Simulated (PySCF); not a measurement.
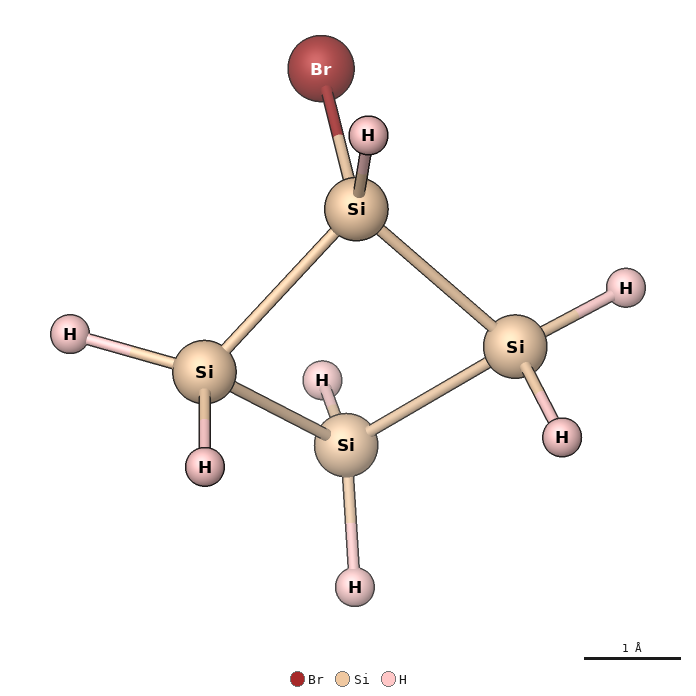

Distant atoms are faded towards the background colour. Computed geometry: PBE0-D3(BJ)/def2-SVP optimisation. No frequency run is at hand to confirm it as a minimum. Masses are those of the most abundant isotopes; constants are for the rigid equilibrium geometry.

**Classify the rotor and give the rotational constants (MHz).**

An asymmetric top (Cs): A = 1754, B = 818, C = 742 MHz. Ray's parameter κ is −0.85, close to the prolate limit.
